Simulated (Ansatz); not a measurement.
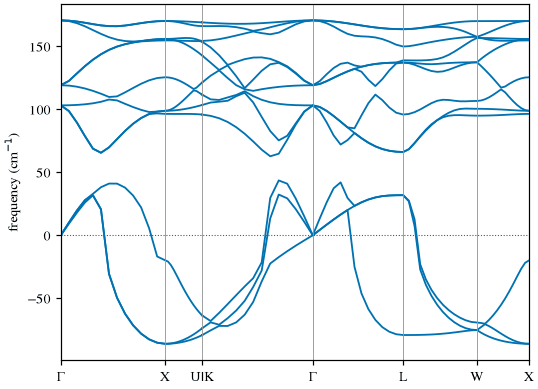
*Phonon dispersion of Y3Si in space group Fm-3m (No. 225; Si on 4a, Y on 4b, Y on 8c), DFT-PBE in the program Ansatz with PAW potentials; imaginary frequencies are drawn negative*

Problem. Is this phase dynamically stable?

Solution. No: a branch reaches about 86i cm⁻¹ at X.

Problem. How high does the spectrum reach?

Solution. About 170 cm⁻¹ (5.1 THz).

The cell is a constructed one: a structure type filled with these elements; neither database checked (COD, Materials Project) lists it. Whether it is the stable phase at ambient conditions was not checked. Symmetry was held in the PBE relaxation. At this level the phase is dynamically unstable (imaginary phonons). No spin polarisation was allowed. As this level gives no gap, phonon frequencies hold no LO–TO term and depend on the k-mesh and smearing (Fermi–Dirac, 0.1 eV here).

Potentials: the later of the program's two PAW sets.
